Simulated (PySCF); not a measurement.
**B₃H₃O₃: electronic excitations and core binding energies**

Aim: predict the electronic excitations and core binding energies of B₃H₃O₃ (`B1OBOBO1`).

The runs use PySCF 2.14.0, with density-fitted response routines of our own; the level of theory stands in each step. All values are computed, except where a source is named. Atoms count from 0, in the outputs and in this text.

## Step 1: The molecule as given

9 atoms, charge 0, multiplicity 1; geometry from: GFN2-xTB.

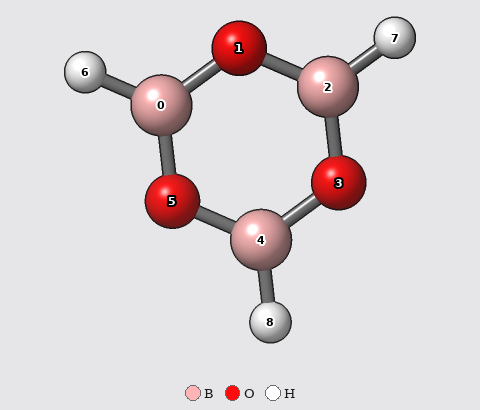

The starting geometry (boron pink, oxygen red, hydrogen white), atoms numbered.

## Step 2: Excited states and response: B3LYP/def2-SVPD

Job settings and geometry (Å):

```
{"job": {"kind": "uv", "xc": "B3LYP", "basis": "def2-SVPD", "nstates": 8, "ntriplets": 3}, "charge": 0, "multiplicity": 1}
B      1.186911    -0.609970    -0.274847
O      0.060351    -1.353412    -0.107571
B     -1.124922    -0.744412     0.164759
O     -1.182142     0.610364     0.269519
B     -0.057350     1.356344     0.102031
O      1.126594     0.744701    -0.169654
H      2.206016    -1.134637    -0.508902
H     -2.093579    -1.384543     0.308499
H     -0.108318     2.521559     0.190986
```

With the program's defaults for keys left out, this is: TDDFT B3LYP/def2-SVPD, vertical, gas phase, core orbitals frozen in the response.

**Question.** This job is followed by: delta-SCF UKS SCAN, pcX-2 on the ionised atom, pcseg-1 elsewhere, spin-free X2C. What will the session give for the following? lowest singlet (B3LYP/def2-SVPD); brightest single state of those computed; lowest triplet; B1s binding energies, SCAN/pcX-2; O1s binding energies, SCAN/pcX-2.

The runs gave:

| quantity | value |
| --- | --- |
| lowest singlet (B3LYP/def2-SVPD) | 7.27 eV (171 nm), f = 0.000 |
| brightest single state of those computed | state 4, 7.37 eV, f = 0.047 |
| lowest triplet | 6.81 eV |
| B1s binding energies, SCAN/pcX-2 | B0 198.33 eV |
| O1s binding energies, SCAN/pcX-2 | O1 539.60 eV |

**Reading.** The lowest singlet, at 7.27 eV, is HOMO→LUMO 0.50, HOMO−1→LUMO+1 0.47 and is dark; of the 8 states computed, the strongest absorption comes from state 4 at 7.37 eV. The lowest triplet lies 0.46 eV below the lowest singlet (triplets in Tamm-Dancoff, singlets in full TDDFT).
